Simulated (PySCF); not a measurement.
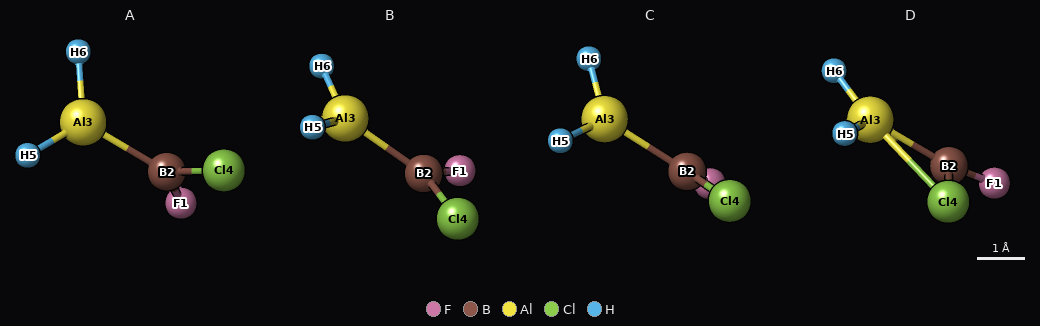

4 geometries from one relaxation of AlBH$_{2}$ClF, in shuffled order. The picture is a ball-and-stick view, seen from a free direction.

Method: RKS PBE0-D4/def2-TZVP, density fitting in PySCF 2.14.0. 

> Put them in the order of the run, from the start to the converged end.

D, B, C, A. They are steps 0, 7, 23, 37, at +20.0 kcal/mol, +4.37 kcal/mol, +0.82 kcal/mol relative to the last. After 37 geometry steps the energy has fallen by 20.0 kcal/mol. Cl4 moves most after the best rigid fit: 1.39 Å. Largest moves by element: Cl 1.39 Å, H 1.16 Å, F 0.85 Å, B 0.34 Å, Al 0.17 Å. Among the contacts that change: Al3–Cl4 2.609 → 3.350 Å, B2–Al3 2.102 → 2.142 Å, Al3–H5 1.550 → 1.588 Å, B2–Cl4 1.761 → 1.773 Å. Among the angles between lasting bonds that change: F1–B2–Al3 161.3° → 127.2°, Al3–B2–Cl4 84.5° → 117.4°, H5–Al3–H6 115.2° → 120.0°. Cost: 3 min on 2 threads of AMD EPYC 9B45, on a shared host.
